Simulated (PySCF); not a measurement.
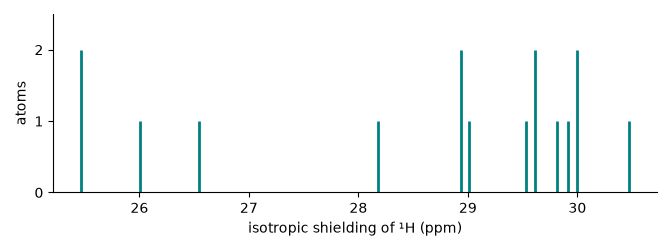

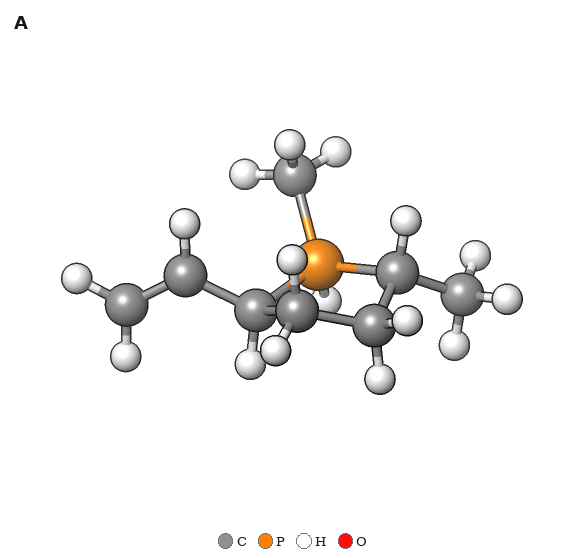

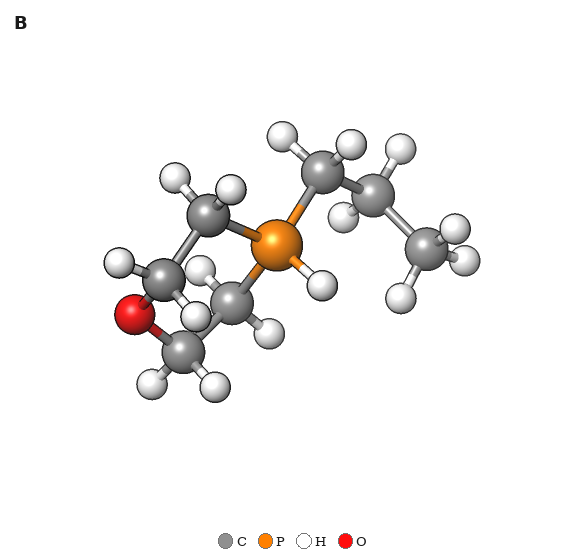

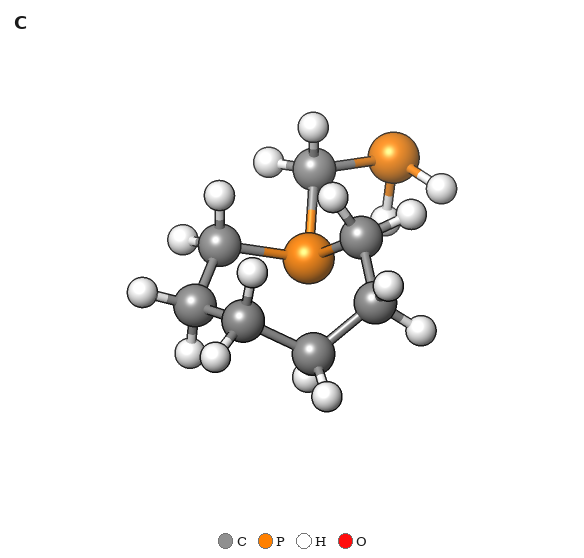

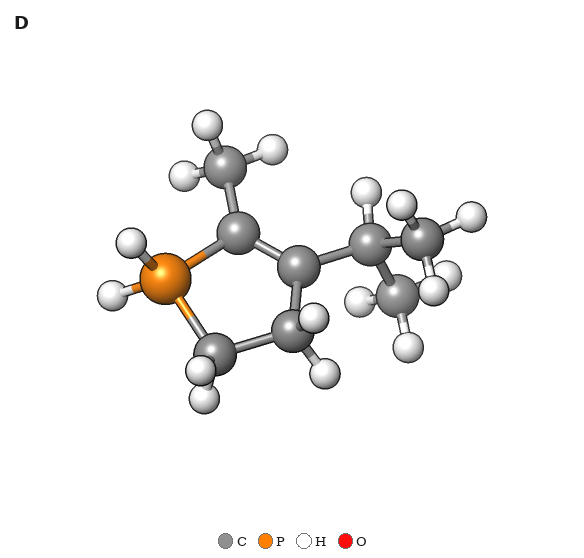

The sticks are computed shieldings of one of the molecules, for one fixed geometry (GFN2-xTB) without averaging over rotations. Low shielding means a high chemical shift. Method: GIAO PBE0/pcSseg-1 NMR shielding, non-relativistic, gas phase (PySCF 2.14.0).

**Which molecule gives this pattern?**

A, `C=C[C@@H]1CC[C@@H](C)[P@@H+]1C`. Its 16 H atoms give lines at 25.46 (2 atoms), 26.00, 26.54, 28.18, 28.94 (2 atoms), 29.01, 29.53, 29.61 (2 atoms), 29.82, 29.91, 30.00 (2 atoms), 30.47 ppm.

The geometry is semi-empirical. Around P such bond lengths and angles can be off by a tenth of an ångström or more and by several degrees, and values that hang on the shape move with them.
